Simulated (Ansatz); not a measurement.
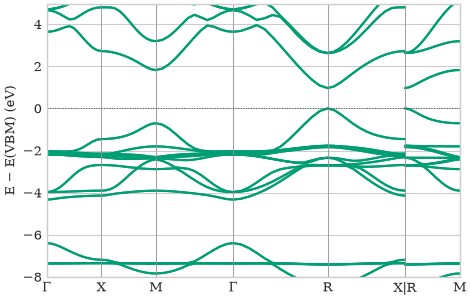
Fig. 1. Band structure from PBE with spin–orbit coupling in the plane-wave PAW code Ansatz

Problem. Read off the gap and where the band edges lie.

Solution. About 1.0 eV (0.97 eV by a search for the band edges); maximum at R, minimum at R.

The material is CsPbCl3 (cubic perovskite, Pm-3m).

This is a known high-temperature phase of the composition, computed here at zero pressure and temperature. Symmetry was held in the PBE relaxation; phonons on a q-mesh show weakly imaginary modes.

Potentials: the later of the program's two PAW sets.
